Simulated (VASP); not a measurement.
Energy against volume of BaTiO₃ (cubic perovskite). All values below come from MS2 meta-GGA, VASP's PBE PAW potentials (set 64) (plane waves; VASP).

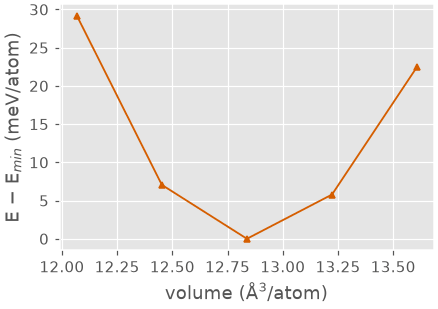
Figure: Energy against volume

Task: Estimate the equilibrium volume and the bulk modulus.

Result: The minimum lies near 12.8 Å³/atom, and the curvature gives B0 of about 180 GPa.

Measured: bulk modulus 162 GPa (computed value off by +9.3 %), as given by Yu-ichiro Matsushita et al., Physical Review B (2011), arXiv:1104.2769; a 4.001 Å (computed value off by +0.1 %), as given by Yubo Zhang et al., Physical Review B (2017), arXiv:1702.04817. The calculation is for a static lattice, while the measured bulk modulus, a hold thermal and zero-point effects, which are part of the difference.

The compound is BaTiO3 in the cubic perovskite structure, the ideal cubic form; the compound distorts at low or room temperature. It was relaxed first.
